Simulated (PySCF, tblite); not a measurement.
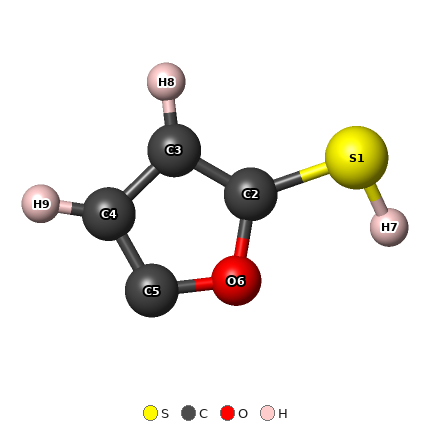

First-order isotropic EPR spectrum (fast tumbling, first derivative) of C₄H₃OS, SMILES Sc1cc[c]o1, doublet at 9.50 GHz, Lorentzian lines of 0.10 mT full width at half height, from computed g and hyperfine couplings (B3LYP/pcH-1, PySCF 2.14.0, at a GFN2-xTB geometry (a minimum by its frequencies), gas phase); values of one conformer, averaged over methyl-type rotors alone; no vibrational averaging; dilute isotopes left out. The SMILES is one Lewis form and needn't show where the spin sits.

Question: Give g and the hyperfine couplings.

Answer: g_iso = 2.0023, which centres the spectrum at 339.0 mT; it spans 0.6 mT.

| nuclei | isotope | a (mT) | a (MHz) |
| --- | --- | --- | --- |
| H8 | ¹H | 0.28 | 7.9 |
| H9 | ¹H | 0.20 | 5.6 |
| H7 | ¹H | −0.11 | −3.0 |

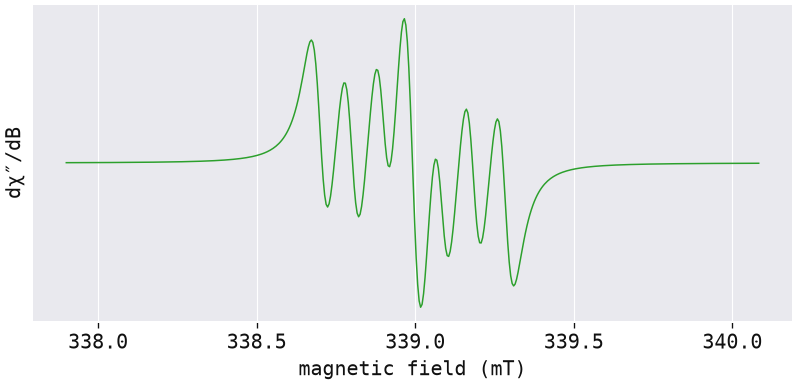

Note: the tight-binding geometry is rougher than a DFT one and adds to the error.
